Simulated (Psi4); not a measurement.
# FCI/def2-TZVPPD run of BH (SMILES [BH])

Aim: the vertical singlet–triplet gap of BH at FCI/def2-TZVPPD, from 2 runs. 

The calculation is run with Psi4 1.11.

### Step 1. Starting point

The species is BH (2 atoms), meant as a singlet with charge 0. As SMILES, `[BH]`. Geometry: the measured bond length.

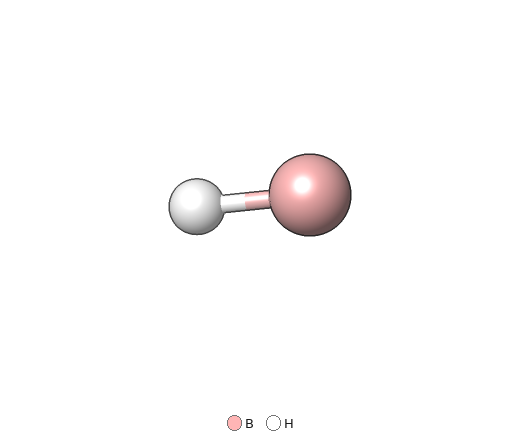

Viewed from a chosen angle; boron pink, hydrogen white.

### Step 2. A single-point energy at FCI/def2-TZVPPD

File input.inp:

```
memory 1600 MB

molecule molecule1 {
  0 1
  B      0.000000     0.000000     0.000000
  H      0.000000     0.000000     1.232400
  symmetry c1
}

set {
  puream          true
  e_convergence   1e-09
  d_convergence   1e-08
  scf_type        pk
  num_frozen_docc 1
}

energy_value, wavefunction = energy("fci/def2-TZVPPD", return_wfn=True)
print_variables()
```

Started as:

```sh
$ psi4 input.inp input.out -n 1
```

input.out:

```text
[...]
  Running in c1 symmetry.
[...]
  Nuclear repulsion =    2.146937725860111
[...]
  Multiplicity = 1
[...]
  Nalpha       = 3
  Nbeta        = 3
[...]
    Number of basis functions: 54
[...]
   @RHF iter   1:   -25.12483557162943   -6.63017e-01   1.32524e-03 DIIS/ADIIS
[...]
   @RHF iter   8:   -25.13044075503077   -9.00968e-12   4.46605e-09 DIIS
[...]
    Orbital Energies [Eh]
    ---------------------
    Doubly Occupied:
       1A     -7.686107     2A     -0.649163     3A     -0.348023
    Virtual:
       4A      0.043001     5A      0.043001     6A      0.054908
       7A      0.144251     8A      0.182335     9A      0.183135
      10A      0.183135    11A      0.185863    12A      0.185863
      13A      0.260589    14A      0.260589    15A      0.281843
      16A      0.333147    17A      0.375803    18A      0.375803
      19A      0.462058    20A      0.602685    21A      0.664281
      22A      0.664281    23A      0.686287    24A      0.686287
      25A      0.918116    26A      1.069818    27A      1.130588
[...]
  @RHF Final Energy:   -25.13044075503077
[...]
 Multipole Moments:
 ------------------------------------------------------------------------------------
     Multipole            Electronic (a.u.)      Nuclear  (a.u.)        Total (a.u.)
 ------------------------------------------------------------------------------------
 L = 1.  Multiply by 2.5417464519 to convert [e a0] to [Debye]
 Dipole X            :          0.0000000            0.0000000            0.0000000
 Dipole Y            :          0.0000000            0.0000000            0.0000000
 Dipole Z            :         -0.4699816            1.1570103            0.6870287
 Magnitude           :                                                    0.6870287
[...]
   ==> Energetics <==
    SCF energy =          -25.130440755030765
    Total CI energy =     -25.231462404823500
[...]
```

Run time: 1.7 min. Hardware: 1 thread of AMD EPYC 7B13 (Zen 3), shared host; peak memory 0.28 GiB.

### Step 3. The triplet

File calc.dat:

```
memory 1.6 GB

molecule geom {
  0 3
  B
  H 1 R2

  R2 = 1.2324
  symmetry c1
}

set {
  basis           def2-TZVPPD
  reference       rohf
  puream          true
  e_convergence   1e-09
  d_convergence   1e-08
  scf_type        pk
  num_frozen_docc 1
  maxiter         100
}

energy('fci')
```

Started as:

```sh
$ psi4 -i calc.dat -o calc.out -n 1
```

calc.out:

```text
[...]
  Running in c1 symmetry.
[...]
  Nuclear repulsion =    2.146937725860111
[...]
  Multiplicity = 3
[...]
  Nalpha       = 4
  Nbeta        = 2
[...]
    Number of basis functions: 54
[...]
   @ROHF iter   1:   -25.09860133444987   -6.36782e-01   1.75805e-03 DIIS
[...]
   @ROHF iter  10:   -25.11474813230933   -5.96856e-12   5.62884e-09 DIIS
[...]
    Orbital Energies [Eh]
    ---------------------
    Doubly Occupied:
       1A     -7.659085     2A     -0.611199
    Singly Occupied:
       3A     -0.188248     4A     -0.068880
[...]
  @ROHF Final Energy:   -25.11474813230933
[...]
 Multipole Moments:
 ------------------------------------------------------------------------------------
     Multipole            Electronic (a.u.)      Nuclear  (a.u.)        Total (a.u.)
 ------------------------------------------------------------------------------------
 L = 1.  Multiply by 2.5417464519 to convert [e a0] to [Debye]
 Dipole X            :          0.0000000            0.0000000            0.0000000
 Dipole Y            :          0.0000000            0.0000000            0.0000000
 Dipole Z            :         -1.1132482            1.1570103            0.0437621
 Magnitude           :                                                    0.0437621
[...]
Warning: iopen=0,opentype!=closed. Making iopen=1
[...]
   ==> Energetics <==
    SCF energy =          -25.114748132309330
    Total CI energy =     -25.182653171757071
[...]
```

Run time: 10 min. Hardware: 1 thread of AMD EPYC 7B13 (Zen 3), shared host; peak memory 0.3 GiB.

### Step 4. Results

Level: FCI/def2-TZVPPD, 1 core orbital frozen.

```
                                           quantity         value
                              singlet: total energy  -25.23146 Eh
       singlet: HOMO energy (Hartree–Fock orbitals)      -9.47 eV
       singlet: LUMO energy (Hartree–Fock orbitals)       1.17 eV
     singlet: HOMO–LUMO gap (Hartree–Fock orbitals)      10.64 eV
singlet: correlation energy (1 core orbital frozen)    -101.0 mEh
                              triplet: total energy  -25.18265 Eh
triplet: correlation energy (1 core orbital frozen)     -67.9 mEh
   vertical energy of the triplet above the singlet      1.328 eV
```

**Reading.** At this shape the triplet lies 1.33 eV (31 kcal/mol) above the singlet.
